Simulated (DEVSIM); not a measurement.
Structure: abrupt Si p-n junction, at 450 K.

| layer (left to right) | material | thickness (μm) | Nd (cm⁻³) | Na (cm⁻³) | τn (s) | τp (s) |
|---|---|---|---|---|---|---|
| 1 | Si | 2.20 | - | 2.7e18 | 1.1e-5 | 1.1e-5 |
| 2 | Si | 50.0 | 6e15 | - | 1.1e-5 | 1.1e-5 |

Left contact: ohmic. Right contact: ohmic. Voltage is applied to the left contact. Recombination: SRH at mid-gap, radiative, Auger. Mobility is constant in doping.

Constants are typed, rounded textbook-type inputs, not results; the design itself was drawn at random and stands for no fabricated device. Values at 300 K; Nc and Nv go as T^1.5, mobilities as T to minus their exponent, the gap by Varshni's rule with the affinity fixed.

```
parameter               Si
----------------  --------
gap (eV)             1.124
affinity (eV)         4.05
permittivity          11.7
Nc (cm⁻³)          2.86e19
Nv (cm⁻³)           3.1e19
μn (cm²/Vs)           1417
μp (cm²/Vs)            470
T exponent of μn       2.3
T exponent of μp       2.2
B (cm³/s)          4.7e-15
Cn (cm⁶/s)         2.8e-31
Cp (cm⁶/s)         9.9e-32
Varshni α (eV/K)  0.000473
Varshni β (K)          636
```

Model (solved in DEVSIM): 1D drift-diffusion, Boltzmann statistics, complete ionisation; no tunnelling, impact ionisation, image-force lowering or self-heating.

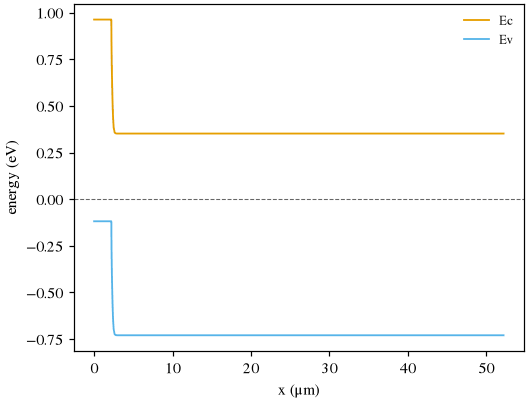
*Band edges at zero bias*

Energies count from the Fermi level of the right contact; mesh points crowd at the junctions.

| x (μm) | Ec (eV) | Ev (eV) | n (cm⁻³) | p (cm⁻³) | field (V/cm) |
|---|---|---|---|---|---|
| 0.000 | 0.963 | -0.118 | 8.6e8 | 2.7e18 | ≈ 0 |
| 0.03694 | 0.963 | -0.118 | 8.6e8 | 2.7e18 | ≈ 0 |
| 0.1295 | 0.963 | -0.118 | 8.6e8 | 2.7e18 | ≈ 0 |
| 0.3768 | 0.963 | -0.118 | 8.6e8 | 2.7e18 | ≈ 0 |
| 1.303 | 0.963 | -0.118 | 8.6e8 | 2.7e18 | ≈ 0 |
| 1.857 | 0.963 | -0.118 | 8.6e8 | 2.7e18 | ≈ 0 |
| 2.078 | 0.963 | -0.118 | 8.6e8 | 2.7e18 | ≈ 0 |
| 2.182 | 0.963 | -0.118 | 8.6e8 | 2.7e18 | -500 |
| 2.211 | 0.845 | -0.236 | 1.8e10 | 1.3e17 | -49000 |
| 2.265 | 0.681 | -0.400 | 1.2e12 | 1.9e15 | -24000 |
| 2.412 | 0.439 | -0.643 | 6.4e14 | 3.6e12 | -9800 |
| 3.011 | 0.352 | -0.729 | 6.0e15 | 3.9e11 | ≈ 0 |
| 4.309 | 0.352 | -0.729 | 6.0e15 | 3.9e11 | ≈ 0 |
| 7.624 | 0.352 | -0.729 | 6.0e15 | 3.9e11 | ≈ 0 |
| 21.46 | 0.352 | -0.729 | 6.0e15 | 3.9e11 | ≈ 0 |
| 39.19 | 0.352 | -0.729 | 6.0e15 | 3.9e11 | ≈ 0 |
| 47.12 | 0.352 | -0.729 | 6.0e15 | 3.9e11 | ≈ 0 |
| 50.31 | 0.352 | -0.729 | 6.0e15 | 3.9e11 | ≈ 0 |
| 51.68 | 0.352 | -0.729 | 6.0e15 | 3.9e11 | ≈ 0 |
| 52.01 | 0.352 | -0.729 | 6.0e15 | 3.9e11 | ≈ 0 |
| 52.14 | 0.352 | -0.729 | 6.0e15 | 3.9e11 | ≈ 0 |
| 52.20 | 0.352 | -0.729 | 6.0e15 | 3.9e11 | ≈ 0 |
